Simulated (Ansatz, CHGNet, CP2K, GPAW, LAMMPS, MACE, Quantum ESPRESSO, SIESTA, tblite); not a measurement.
# GPAW on amorphous SiO1.9 (78 atoms): settings against a plane-wave reference

How do the settings of GPAW change the result for amorphous SiO1.9 (78 atoms)? A plane-wave run serves as the yardstick.

Calculated with GPAW 26.7.0; the method is named at each step.

## 1. The starting structure

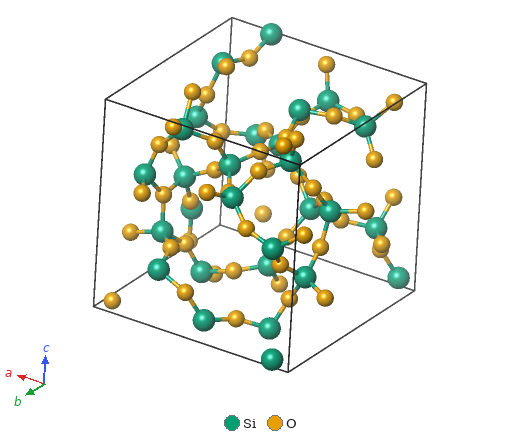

The cell as given, from a free direction (silicon teal, oxygen orange). Bonds to atoms that aren't drawn are left out. Some periodic images of atoms are drawn too.

The cell holds 78 atoms: 27 Si and 51 O. Cell: a = 10.502 Å, b = 10.502 Å, c = 10.502 Å, α = 90.0°, β = 90.0°, γ = 90.0°. 78 atoms (27 Si, 51 O) placed at random at 2.26 g/cm³, melted at 5000 K for 10 ps at fixed volume with the Tersoff Si-O potential (Munetoh et al., Comput. Mater. Sci. 39, 334 (2007)). Quenched from 5000 K to 500 K at 20 K/ps and fixed volume, annealed at 2000 K for 50 ps, held 5 ps.

The yardstick, on the same geometry:

| Property | Result |
| --- | --- |
| method | Kohn-Sham DFT, PBE, SSSP efficiency 1.3.0 pseudopotentials, plane waves (Quantum ESPRESSO 7.5); sssp-pbe-1.3.0-efficiency, cutoffs 60/480 Ry, Γ point |
| r.m.s. force component | 1.368 eV/Å |
| longest force | 5.01 eV/Å |
| pressure | -1.028 GPa |
| time | 3.1 min on 4 MPI ranks of Arm Neoverse V1, shared host |
| CPU time | 12 min |

## 2. PBE, LCAO dzp, h 0.18 Å

Method: Kohn-Sham DFT, PBE, PAW, atomic orbitals (dzp).

run.py

```python
import numpy as np
from ase.io import read
from gpaw import GPAW, FermiDirac

atoms = read("structure.xyz")
atoms.calc = GPAW(
    mode="lcao",
    basis="dzp",
    h=0.18,
    xc="PBE",
    kpts={"size": (1, 1, 1), "gamma": True},
    occupations=FermiDirac(0.05),
    maxiter=200,
    symmetry={"point_group": False},
    txt="gpaw.txt",
)
energy = atoms.get_potential_energy(force_consistent=True)
forces = atoms.get_forces()
print(f"energy {energy:.6f} eV")
print("forces (eV/A)")
for i, (a, f) in enumerate(zip(atoms, forces)):
    print(f"{i:4d} {a.symbol:2s} {f[0]:10.5f} {f[1]:10.5f} {f[2]:10.5f}")
print(f"Fermi level {atoms.calc.get_fermi_level():.4f} eV")
for k in range(len(atoms.calc.get_ibz_k_points())):
    for s in range(atoms.calc.get_number_of_spins()):
        e = atoms.calc.get_eigenvalues(kpt=k, spin=s)
        n = np.searchsorted(e, atoms.calc.get_fermi_level())
        print(f"k {k} spin {s} levels about the Fermi level:", np.round(e[max(n - 6, 0):n], 4).tolist(), "|", np.round(e[n:n + 6], 4).tolist())
```

structure.xyz

```xyz
78
Lattice="10.50180 0.00000 0.00000 0.00000 10.50180 0.00000 0.00000 0.00000 10.50180" Properties=species:S:1:pos:R:3 pbc="T T T"
Si 1.46490 7.10877 3.02116
Si 2.79516 7.75400 0.25446
Si 4.48154 3.50319 9.10433
Si 1.43098 1.28742 3.22374
Si 8.32971 0.05997 10.36748
Si 0.90547 10.46294 0.34771
Si 9.50024 8.35345 6.15679
Si 1.56109 5.09726 5.52941
Si 8.87633 7.58293 3.16640
Si 7.75852 5.81432 0.77934
Si 4.76488 0.63536 8.35292
Si 9.11934 5.52174 5.05693
Si 7.91311 7.92529 8.79095
Si 3.75649 3.23844 4.23244
Si 9.82548 3.61010 2.47118
Si 1.90933 1.96415 8.49144
Si 8.27941 0.93088 5.61237
Si 7.30348 10.27696 2.79768
Si 8.90826 3.15243 9.94037
Si 3.17690 6.16739 8.00048
Si 4.65597 8.57829 6.61697
Si 5.01829 9.83809 0.78165
Si 10.03888 3.30345 6.91838
Si 4.98468 4.59118 1.51478
Si 6.48570 5.98141 6.66182
Si 5.86273 2.80986 6.61844
Si 1.91910 9.30659 5.18285
O 9.11850 7.27260 4.83188
O 4.32433 4.24525 3.01832
O 7.23122 1.86554 6.54714
O 7.54470 9.31972 9.57029
O 4.88323 2.62156 5.27663
O 8.12188 6.90819 10.21678
O 0.57770 8.85207 6.11898
O 1.58640 0.55586 1.80536
O 5.62214 7.34328 6.09724
O 2.09448 8.29212 3.92400
O 8.50289 1.53515 9.68791
O 2.30735 6.99577 1.61507
O 4.20219 4.97838 8.39251
O 0.97121 2.53177 7.33824
O 7.96372 4.35919 0.03760
O 10.48678 7.68942 2.66147
O 8.36174 6.35873 2.22313
O 9.81855 10.01788 0.31789
O 5.16815 9.97104 7.26378
O 6.84875 6.78017 8.07126
O 9.38588 3.62270 8.36846
O 2.63228 6.70897 9.47903
O 3.44491 9.20913 5.68567
O 5.83816 4.48868 6.96553
O 1.31766 0.11762 4.36444
O 0.93897 1.14753 9.69726
O 9.40111 2.10803 5.90096
O 7.69803 5.28094 5.75730
O 0.31075 2.55110 3.25860
[... 18 atom lines left out ...]
O 7.64878 8.76165 3.20168
O 5.79983 10.30752 2.13460
O 1.79780 9.07461 10.33892
O 5.14494 2.23940 8.05719
```

The run is started by

```sh
OMP_NUM_THREADS=1 python run.py > output.txt
```

The log of the run:

```text
energy -536.184686 eV
forces (eV/A)
   0 Si    1.04276    0.60607    0.06868
   1 Si   -3.90524   -0.10989   -2.17059
   2 Si   -0.69337    2.74521    2.00362
   3 Si    0.62943    1.22245    0.80832
   4 Si    1.46851   -0.17384    1.93641
   5 Si    1.50572   -1.37441   -0.60704
   6 Si    1.10181    3.39888    0.64211
   7 Si    3.06683    1.54080   -1.40825
   8 Si    0.22962    1.11271   -3.44601
   9 Si   -1.57989   -1.13202    0.82082
  10 Si   -3.20993   -2.90724    0.28866
  11 Si    0.90384   -1.14191   -1.79439
  12 Si   -1.32850   -4.39275    1.97850
  13 Si   -1.34212   -0.57724   -0.79804
  14 Si   -1.15671   -1.53476   -0.91443
  15 Si   -0.18500   -3.47343    3.05531
  16 Si   -0.23868   -0.32909   -0.37386
  17 Si    0.15410    1.94826    0.05073
  18 Si    1.19739    0.73645    0.93254
  19 Si    0.98514    2.02126    3.20338
  20 Si   -2.11487   -2.41846    1.13804
  21 Si   -1.47631    0.71516    0.23370
  22 Si    0.15189   -3.83853    0.25908
  23 Si   -2.42974    1.34160    0.01670
[...]
70 O     0.73052   -2.46089   -1.44102
  71 O     0.54515    2.03278   -1.25284
  72 O     1.07802   -0.57184    1.03267
  73 O     1.60543    0.45983    0.29643
  74 O     1.76124   -2.30051    0.49486
  75 O    -1.23725   -0.16440    1.80991
  76 O    -0.77422    0.94761    0.88233
  77 O     1.63094    1.18269   -0.68933
Fermi level 5.2128 eV
k 0 spin 0 levels about the Fermi level: [1.2223, 1.3666, 1.4538, 3.874, 4.8378, 5.1768] | [5.2489, 5.5847, 5.6896, 5.8727, 6.0284, 6.2607]
```

gpaw.txt:

```text
Input parameters:
  mode=LCAO(),
  basis={'default': 'dzp'},
  h=0.18,
  kpts=MonkhorstPack(size=(1, 1, 1), gamma=True),
  maxiter=200,
  occupations=Occupations(name='fermi-dirac', width=0.05, fixmagmom=False),
  symmetry=Symmetry(point_group=False),
  xc=XC(name='PBE')
Unit cell  # Å
| periodic |         x |         y |         z |   lengths |    angles |
|----------|-----------|-----------|-----------|-----------|-----------|
|      yes | 10.501800 |  0.000000 |  0.000000 | 10.501800 | 90.000000 |
|      yes |  0.000000 | 10.501800 |  0.000000 | 10.501800 | 90.000000 |
|      yes |  0.000000 |  0.000000 | 10.501800 | 10.501800 | 90.000000 |
Number of symmetries: 1
Symmetry operations  # r_c * U_cc + t_c -> r_c
|   | kind |            matrix            |
|---|------|------------------------------|
| 0 |  E   |  1, 0, 0,  0, 1, 0,  0, 0, 1 |
BZ-sampling:
  Number of BZ points: 1
  Number of IBZ points: 1
  Monkhorst-Pack size: [1, 1, 1]
  Monkhorst-Pack shift: [0, 0, 0]
[... lines left out ...]
  Fermi-Dirac:
[... lines left out ...]
xc functional:
  name: PBE with 2 nearest neighbor stencil
interpolation: tri-quintic # 5. degree polynomial
Initialization done in: 8.709 s
convergence criteria:
- Maximum [total energy] change in last 3 cyles: 0.0005 eV / valence electron
- Maximum integral of absolute [dens]ity change: 0.0001 electrons / valence electron
- Maximum integral of absolute [eigenst]ate change: 4e-08 eV^2 / valence electron
maximum number of iterations: 200
SCF iterations
|iter     |      energy | eigst |  dens |
|---------|-------------|-------|-------|
|iter:   1| -587.598074 |      c|       |
|iter:   2| -573.974236 |      c| -0.77 |
|iter:   3| -542.748047 |      c| -0.83 |
|iter:   4| -549.119891 |      c| -1.30 |
[...]
|iter:   8| -536.305617 |      c| -1.83 |
|iter:   9| -536.148687 |      c| -2.18 |
|iter:  10| -536.144101c|      c| -2.52 |
|iter:  11| -536.134600c|      c| -2.66 |
|iter:  12| -536.121484c|      c| -2.84 |
|iter:  13| -536.121630c|      c| -3.27 |
|iter:  14| -536.120938c|      c| -3.46 |
|iter:  15| -536.121097c|      c| -3.72 |
|iter:  16| -536.120940c|      c| -4.02c|
Converged in 16 steps
SCF loop duration: 153.906 s (9.619 s/step)
Energy contributions relative to reference atoms: (reference = -317014.762114)
Energy contributions:
  Kinetic:         498.124427
  Coulomb:        -427.073956
  Zero:              5.775082
  External:          0.000000
  Xc:             -612.882746
  Entropy:          -0.127493
  Spinorbit:         0.000000
  ----------------------------
  Free energy:    -536.184686
  Extrapolated:   -536.120940
dipole moment: (64.763058, -14.964333, -37.407257)  # |e|*Ang
Fermi level: 5.213
Eigenvalues  # (at kpt = [0.000, 0.000, 0.000])
| band index |      eig [eV] | occ [0-2] |
|------------|---------------|-----------|
|          0 |       -20.600 |     2.000 |
|        ... |               |           |
|        199 |         1.019 |     2.000 |
|        200 |         1.049 |     2.000 |
[...]
|        214 |         6.541 |     0.000 |
|        ... |               |           |
|        252 |         9.938 |     0.000 |
Gap: 0.072 eV
Transition (v -> c):
  (s=0, k=0, n=206, [0.00, 0.00, 0.00]) -> (s=0, k=0, n=207, [0.00, 0.00, 0.00])
No difference between direct/indirect transitions
Force computation time: 21.009  # s
timing:  # [seconds]
  Total:  183.651  # ━━━━━━━━━━━━━━━━━━━━━━━━━━━━━━━━━━━━━━━━━━━━━━━━━━━━━━━━
  Init:     8.708  # ━━╸
  SCF:    153.906  # ━━━━━━━━━━━━━━━━━━━━━━━━━━━━━━━━━━━━━━━━━━━━━━━
  Forces:  21.009  # ━━━━━━╸
```

Wall time 3.1 min (1 thread of Arm Neoverse V1, shared host); peak memory 1.5 GiB.

Banners, paths, timers and routine set-up lines are dropped from the logs unmarked, and long logs keep their key lines alone; longer cuts are marked.

Numbers from this run, and their distance from the reference:

| Item | Value |
| --- | --- |
| r.m.s. force component | 1.421 eV/Å |
| r.m.s. difference of force components | 282.5 meV/Å |
| longest difference of force vectors | 718.3 meV/Å |
| force difference over r.m.s. force | 20.64 % |
| slope of forces against the reference's | 1.018 |
| correlation of force components | 0.9802 |

Length of the force difference by element (eV/Å):

```
element  atoms  mean  most
      O     51  0.54  0.72
     Si     27  0.31  0.63
```

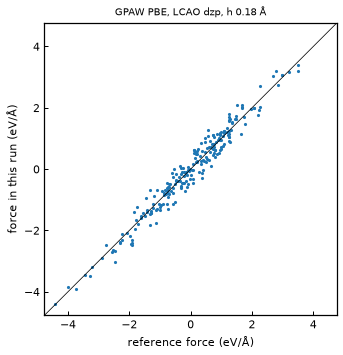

Force components against those of the reference; the line marks equality.

Local excerpt of 9 atoms (numbers count through the whole input) about Si13, which bears the longest force; x, y, z are measured from there.

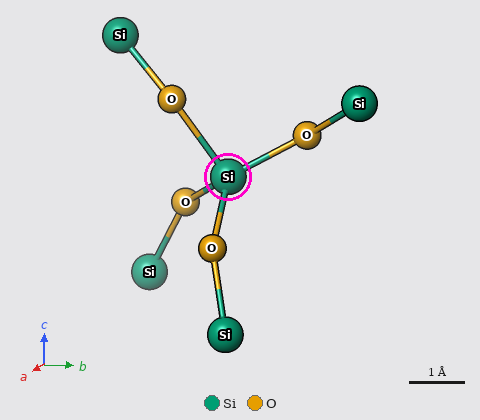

The atoms of the table, within 3.3 Å (arrows a, b, c point along x, y, z); some may hide others; the central atom is ringed.

```
atom      x      y      z  distance (Å)  bonds     Fx     Fy  Fz (eV/Å)
Si13   0.00   0.00   0.00          0.00      4  -1.33  -4.39       1.98
 O73   1.15   0.05  -1.13          1.61      2   1.08  -0.57       1.03
 O31  -0.37   1.39   0.78          1.64      2  -0.28   1.26      -0.39
 O47  -1.06  -1.15  -0.72          1.72      2   0.83   0.39       0.84
 O33   0.21  -1.02   1.43          1.76      2   1.11   3.18      -2.69
 Si5   0.42   2.64   1.58          3.10      4   1.47  -0.17       1.94
 Si7   1.59   0.43  -2.63          3.11      4   1.10   3.40       0.64
Si25  -1.43  -1.94  -2.13          3.22      4  -0.62   1.73       1.05
Si10  -0.15  -2.11   2.49          3.27      4  -1.58  -1.13       0.82
```

Atoms are counted from 1 here, from 0 in the log.

Forces lie 21 % from the reference's, at 0.25 times its CPU time (on 1 against 4 cores).

## 3. PBE, LCAO szp(dzp), h 0.18 Å

Method: Kohn-Sham DFT, PBE, PAW, atomic orbitals (szp(dzp)).

run.py: that of step 2 with these lines changed.

```diff
@@ -7,3 +7,3 @@
     mode="lcao",
-    basis="dzp",
+    basis="szp(dzp)",
     h=0.18,
```

structure.xyz is that of step 2.

The log of the run:

```text
energy -507.066076 eV
forces (eV/A)
   0 Si    1.11533    0.67777    0.14307
   1 Si   -3.99174   -0.20899   -2.39611
   2 Si   -0.53045    2.69660    2.17810
   3 Si    0.74042    1.10810    0.87199
   4 Si    1.41953   -0.09470    2.05566
   5 Si    1.47636   -1.44431   -0.89693
   6 Si    1.26794    3.48485    0.69688
   7 Si    3.26829    1.40785   -1.56274
   8 Si    0.28028    1.19680   -3.64814
   9 Si   -1.50579   -1.06526    0.44548
  10 Si   -3.31728   -3.02439    0.26886
  11 Si    0.87321   -1.30303   -1.81548
[...]
73 O     1.52041    0.49798    0.35819
  74 O     1.77063   -2.21567    0.48394
  75 O    -1.08353   -0.19803    1.96868
  76 O    -0.72873    0.89501    1.03762
  77 O     1.70021    1.17406   -0.80671
Fermi level 5.4146 eV
k 0 spin 0 levels about the Fermi level: [1.4268, 1.5764, 1.6938, 4.1267, 5.0274, 5.378] | [5.4515, 5.7451, 5.8375, 6.0012, 6.1265, 6.3833]
```

gpaw.txt:

```text
Input parameters:
  mode=LCAO(),
  basis={'default': 'szp(dzp)'},
  h=0.18,
  kpts=MonkhorstPack(size=(1, 1, 1), gamma=True),
  maxiter=200,
  occupations=Occupations(name='fermi-dirac', width=0.05, fixmagmom=False),
  symmetry=Symmetry(point_group=False),
  xc=XC(name='PBE')
[... lines left out ...]
  Fermi-Dirac:
[... lines left out ...]
convergence criteria:
- Maximum [total energy] change in last 3 cyles: 0.0005 eV / valence electron
[... lines left out ...]
Converged in 16 steps
[... lines left out ...]
  Free energy:    -507.066076
[... lines left out ...]
Fermi level: 5.415
[... lines left out ...]
|          0 |       -20.547 |     2.000 |
|        ... |               |           |
|        199 |         1.202 |     2.000 |
|        200 |         1.229 |     2.000 |
[...]
|        214 |         6.671 |     0.000 |
|        ... |               |           |
|        252 |        10.228 |     0.000 |
Gap: 0.074 eV
Transition (v -> c):
  (s=0, k=0, n=206, [0.00, 0.00, 0.00]) -> (s=0, k=0, n=207, [0.00, 0.00, 0.00])
No difference between direct/indirect transitions
Force computation time: 15.222  # s
timing:  # [seconds]
  Total:  142.072  # ━━━━━━━━━━━━━━━━━━━━━━━━━━━━━━━━━━━━━━━━━━━━━━━━━━━━━━━━
  Init:     8.498  # ━━━╸
  SCF:    118.324  # ━━━━━━━━━━━━━━━━━━━━━━━━━━━━━━━━━━━━━━━━━━━━━━╸
  Forces:  15.222  # ━━━━━━
```

Wall time 2.4 min (1 thread); peak memory 1.4 GiB.

Numbers from this run, and their distance from the reference:

- r.m.s. force component: 1.434 eV/Å
- r.m.s. difference of force components: 285.6 meV/Å
- longest difference of force vectors: 990.4 meV/Å
- force difference over r.m.s. force: 20.87 %
- slope of forces against the reference's: 1.027
- correlation of force components: 0.9803

This is a coarse setting, run to see what it loses.

Against the first run (21 %), the force difference from the reference is 21 %, at 0.78 times the CPU time, with 702 basis functions against 1014.

## 4. PBE, LCAO sz(dzp), h 0.18 Å

Method: Kohn-Sham DFT, PBE, PAW, atomic orbitals (sz(dzp)).

run.py: that of step 3 with these lines changed.

```diff
@@ -7,3 +7,3 @@
     mode="lcao",
-    basis="szp(dzp)",
+    basis="sz(dzp)",
     h=0.18,
```

structure.xyz is that of step 3.

The log of the run:

```text
energy -397.920699 eV
forces (eV/A)
   0 Si    1.86849    0.06065   -0.84139
   1 Si   -3.97562   -1.24867   -2.68453
   2 Si    0.72688    2.80634    2.10905
   3 Si    0.72039    1.03637    1.50198
   4 Si    0.48528   -0.12521    1.23961
   5 Si    1.83441   -1.88375   -0.28991
[...]
75 O    -1.68120   -0.16651    1.75254
  76 O    -0.64563    0.94099    0.55128
  77 O     1.66930    1.24505   -0.62244
Fermi level 6.2300 eV
k 0 spin 0 levels about the Fermi level: [2.6207, 2.675, 2.9741, 4.6295, 5.7409, 6.1936] | [6.2907, 6.3533, 6.4324, 6.5699, 6.7124, 7.0701]
```

gpaw.txt:

```text
Input parameters:
  mode=LCAO(),
  basis={'default': 'sz(dzp)'},
  h=0.18,
  kpts=MonkhorstPack(size=(1, 1, 1), gamma=True),
  maxiter=200,
  occupations=Occupations(name='fermi-dirac', width=0.05, fixmagmom=False),
[... lines left out ...]
  Fermi-Dirac:
[... lines left out ...]
convergence criteria:
- Maximum [total energy] change in last 3 cyles: 0.0005 eV / valence electron
[... lines left out ...]
Converged in 17 steps
[... lines left out ...]
  Free energy:    -397.920699
[... lines left out ...]
Fermi level: 6.230
[... lines left out ...]
|        ... |               |           |
|        252 |        11.933 |     0.000 |
Gap: 0.097 eV
Transition (v -> c):
  (s=0, k=0, n=206, [0.00, 0.00, 0.00]) -> (s=0, k=0, n=207, [0.00, 0.00, 0.00])
No difference between direct/indirect transitions
Force computation time: 4.524  # s
timing:  # [seconds]
  Total:  61.175  # ━━━━━━━━━━━━━━━━━━━━━━━━━━━━━━━━━━━━━━━━━━━━━━━━━━━━━━━━━
  Init:    7.258  # ━━━━━━━
  SCF:    49.367  # ━━━━━━━━━━━━━━━━━━━━━━━━━━━━━━━━━━━━━━━━━━━━━━
  Forces:  4.524  # ━━━━
```

Wall time 63 s (1 thread); peak memory 1.1 GiB.

Against the reference:

```yaml
r_m_s_force_component: 1.562 eV/Å
r_m_s_difference_of_force_components: 657.4 meV/Å
longest_difference_of_force_vectors: 2315 meV/Å
force_difference_over_r_m_s_force: 48.04 %
slope_of_forces_against_the_reference_s: 1.036
correlation_of_force_components: 0.9076
```

This is a coarse setting, run to see what it loses.

Against the first run (21 %), the force difference from the reference is 48 %, at 0.34 times the CPU time, with 312 basis functions against 1014: the smaller basis costs accuracy.

## 5. Side by side

Differences are against the plane-wave reference, forces as r.m.s. over components; share is that over the reference's r.m.s. force, slope the least-squares factor from reference forces to these. Total energies of different programs have different zeros and aren't compared.

```
                                       run  Δ force, r.m.s. (meV/Å)  share (%)  slope  cores  CPU time  memory (GiB)
                                 reference                        -          -      -      4    12 min           3.8
              GPAW PBE, LCAO dzp, h 0.18 Å                      282       20.6  1.018      1   3.1 min           1.5
GPAW PBE, LCAO szp(dzp), h 0.18 Å (coarse)                      286       20.9  1.027      1   2.4 min           1.4
 GPAW PBE, LCAO sz(dzp), h 0.18 Å (coarse)                      657       48.0  1.036      1      63 s           1.1
```

Rows marked coarse were listed beforehand as settings not expected to be converged; some can still land near the reference.

CPU time is summed over cores on a shared host, where runs went side by side, so it is rough. Symmetry, cutoffs, thresholds, outputs and thread counts weren't matched or tuned between programs; memory under MPI is the largest rank's times the ranks.

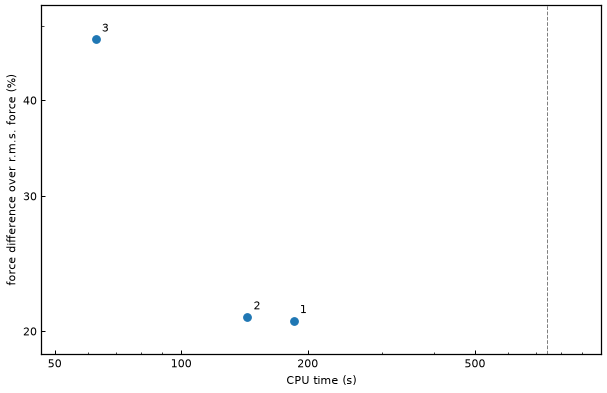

Force difference against CPU time; the dashed line marks the reference's time. Points: 1 GPAW PBE, LCAO dzp, h 0.18 Å; 2 GPAW PBE, LCAO szp(dzp), h 0.18 Å; 3 GPAW PBE, LCAO sz(dzp), h 0.18 Å.

## 6. What came out

```json
{
 "nearest in forces": "a tie at 21 % of 2 runs: GPAW PBE, LCAO dzp, h 0.18 Å; GPAW PBE, LCAO szp(dzp), h 0.18 Å (coarse)"
}
```

In words: The PBE run in local orbitals, coarse settings apart, differs by 21 % (GPAW PBE, LCAO dzp, h 0.18 Å); basis, grid and potentials can all enter. Runs with settings chosen to be coarse differ by 21 % (GPAW PBE, LCAO szp(dzp), h 0.18 Å) to 48 % (GPAW PBE, LCAO sz(dzp), h 0.18 Å), their programs' other errors included. Of the electronic-structure runs that take under half the reference's CPU time, GPAW PBE, LCAO dzp, h 0.18 Å is among the nearest, at 21 % in 3.1 min against 12 min. The quench rate of 20 K/ps is many orders above laboratory rates, so the cell is likely richer in defects and strain than a real sample. The network of bonds at the start is that of the classical potential that made the cell, and needn't be the one that DFT or experiment would give. The reference's stress is far from hydrostatic: its diagonal is 2.9, -3.5, -2.5 GPa, compression counted positive. The electronic-structure runs sample only Γ, in a cell whose shortest periodic width is 11 Å, which is coarse for a cell with partly filled levels.

[Also dropped from logs without a mark: logging warnings of Python, and SIESTA's first energy breakdown and zero terms.]

[Logs are printed without paths, hosts, clocks, repeated set-up lines and the standing remarks that a program may print on its own settings, such as how far it seeks lower states.]

[Hosts, paths, dates, database ids (printed as entryN), source tags and the programs' standing remarks are cut or masked in the printed files.]
